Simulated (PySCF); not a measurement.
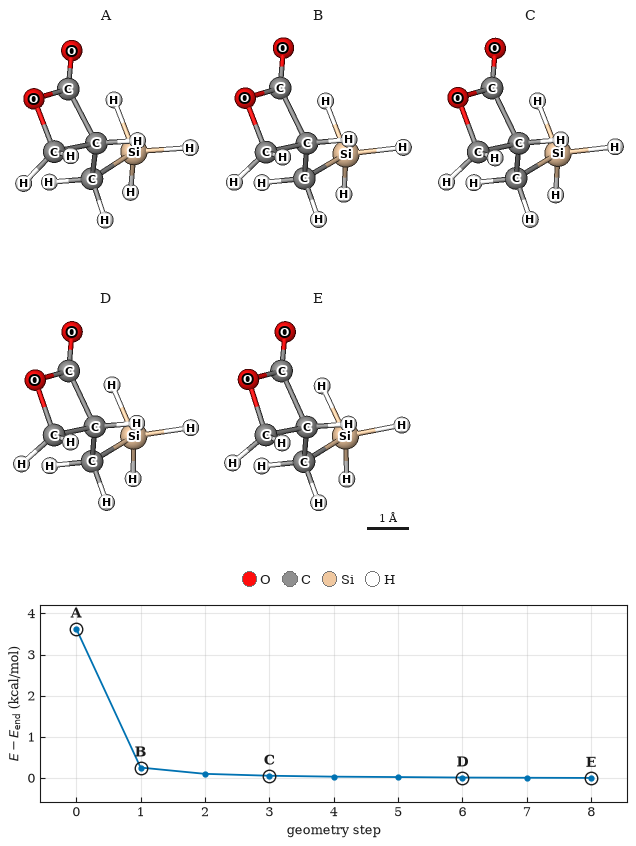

Frames of a relaxation of C$_{4}$H$_{8}$O$_{2}$Si, marked on the history of the run. The picture is a ball-and-stick view, seen from a free direction.

The start comes from GFN2-xTB. Its atoms were then displaced at random by about 0.01 Å.

Method: PBE0-D3(BJ)/def2-SVP geometry optimisation, gas phase in PySCF. 

**Describe the path.**

The atom that moves furthest after the best rigid fit is an H atom (0.20 Å). Largest moves by element: H 0.20 Å, O 0.14 Å, C 0.07 Å, Si 0.04 Å. Among the contacts that change: H–Si 1.445 → 1.489 Å, C–C 1.577 → 1.536 Å, H–Si 1.468 → 1.496 Å, C–O 1.422 → 1.446 Å. Among the angles between lasting bonds that change: C–C–H 113.9° → 109.7°, Si–C–H 110.2° → 106.9°, C–C–Si 111.7° → 115.0°. The energy falls by 3.63 kcal/mol in 8 geometry steps. From step 0 to 1: an O atom moves most (0.09 Å), energy −3.38 kcal/mol. From step 1 to 3: an H atom moves most (0.04 Å), energy −0.20 kcal/mol. From step 3 to 6: an H atom moves most (0.06 Å), energy −0.04 kcal/mol. From step 6 to 8: an H atom moves most (0.07 Å), energy −0.01 kcal/mol.

| step | E − E(0), kcal/mol |
| --- | --- |
| 0 | 0.00 |
| 1 | -3.38 |
| 2 | -3.53 |
| 3 | -3.58 |
| 4 | -3.60 |
| 5 | -3.61 |
| 6 | -3.62 |
| 7 | -3.62 |
| 8 | -3.63 |
